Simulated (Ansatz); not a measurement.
C4H11B

```yaml
atoms:
  - { symbol: C, position_ang: [1.4829, 1.7966, -1.2558] }
  - { symbol: C, position_ang: [1.0190, 1.0150, -0.0329] }
  - { symbol: B, position_ang: [-0.1982, 0.0573, -0.2075] }
  - { symbol: C, position_ang: [-0.4157, -1.1879, 0.7041] }
  - { symbol: C, position_ang: [-1.8402, -1.7024, 0.8697] }
  - { symbol: H, position_ang: [0.6499, 2.3306, -1.7192] }
  - { symbol: H, position_ang: [2.2552, 2.5296, -1.0090] }
  - { symbol: H, position_ang: [1.8986, 1.1287, -2.0148] }
  - { symbol: H, position_ang: [1.8590, 0.5157, 0.4651] }
  - { symbol: H, position_ang: [0.6416, 1.7225, 0.7298] }
  - { symbol: H, position_ang: [-0.9997, 0.2885, -1.0793] }
  - { symbol: H, position_ang: [0.1915, -1.9551, 0.1871] }
  - { symbol: H, position_ang: [0.0827, -1.0701, 1.6740] }
  - { symbol: H, position_ang: [-2.3138, -1.8652, -0.1015] }
  - { symbol: H, position_ang: [-2.4581, -0.9819, 1.4118] }
  - { symbol: H, position_ang: [-1.8776, -2.6445, 1.4227] }
```

Geometry: PBE0-D4/def2-TZVP.

Level of theory: RKS PBE0-D4/def2-TZVPP in Ansatz.

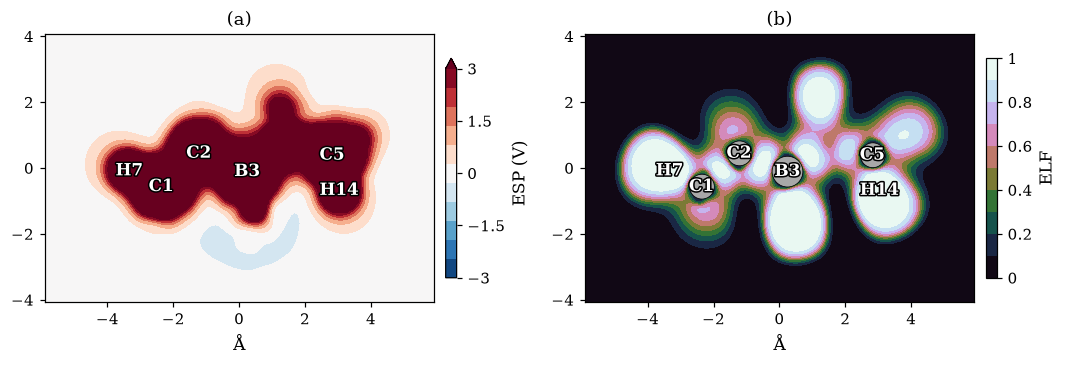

Figure 1. (a) electrostatic potential; (b) electron localisation function on the plane of atoms C1, C2 and B3. Grey discs cover the atomic cores in the ELF map.

> Describe what can be read from this map.

- The plane passes through C, B and H nuclei.
- C–C (1.52 Å): the ELF peaks at about 0.95 between the atoms, as expected for a shared electron pair.
- C–B (1.56 Å): the ELF peaks at about 0.95 between the atoms, as expected for localised, covalent bonding.
- C–H (1.09 Å): the ELF climbs to about 1 towards the hydrogen, as it does in any bond to H; an ordinary covalent bond to hydrogen.
- Outside the dense part of the molecule the potential is most negative (−0.4 V) near H11, which lies off the plane.

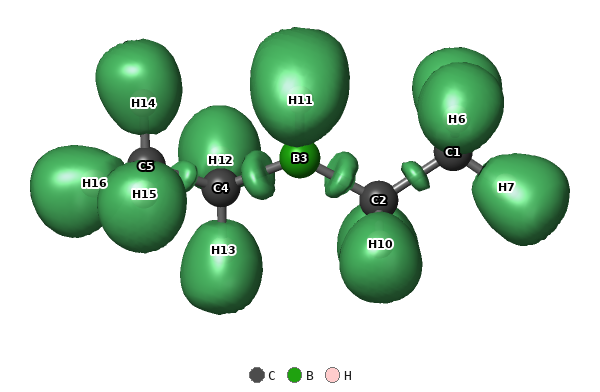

Figure 2. Isosurface of the ELF at 0.9 (green), seen at a tilt. Only the valence region is drawn (cores and ρ < 0.01 e/Å³ removed).

> Identify the bonds, lone pairs and shells in this picture.

The ELF exceeds this value in two regions between bonded B–C atoms (shared pairs), two regions between bonded C–C atoms (shared pairs) and eleven regions around hydrogen nuclei.

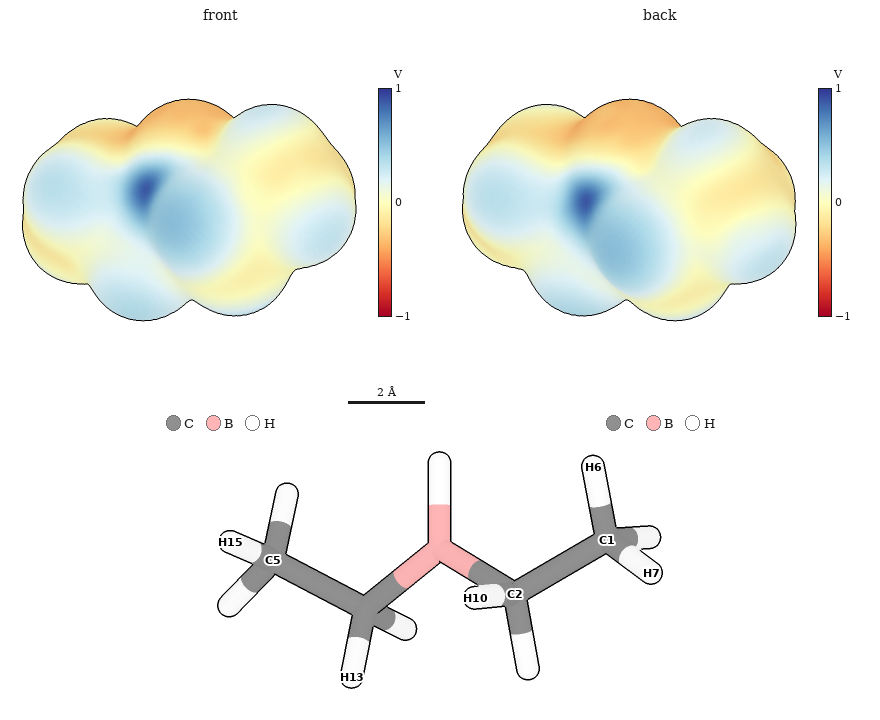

Figure 3. The molecular electrostatic potential painted on the density surface at 0.001 e/bohr³, seen from the front and from behind; red is negative and blue positive. The bare structure is drawn below in the same view.

> Where is the surface potential most negative and most positive?

The most negative region (about −0.4 V) lies over the C and H atoms, the most positive (about +0.8 V) over B3.

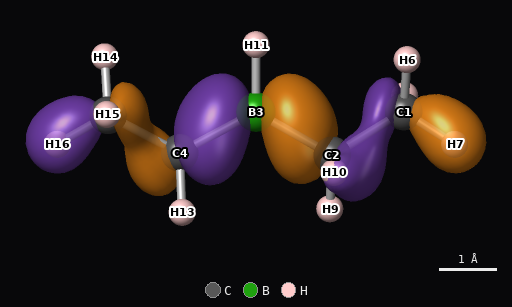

Figure 4. The HOMO at ±0.15 Å⁻³ᐟ² (orange and purple are the two phases), seen across its widest extent.

> Where does this orbital lie, and at what energy?

It lies mainly on B3 (about 20 %), C2 (about 20 %), C4 (about 20 %), C1 (about 10 %) and C5 (about 10 %). Its energy is −8.25 eV.
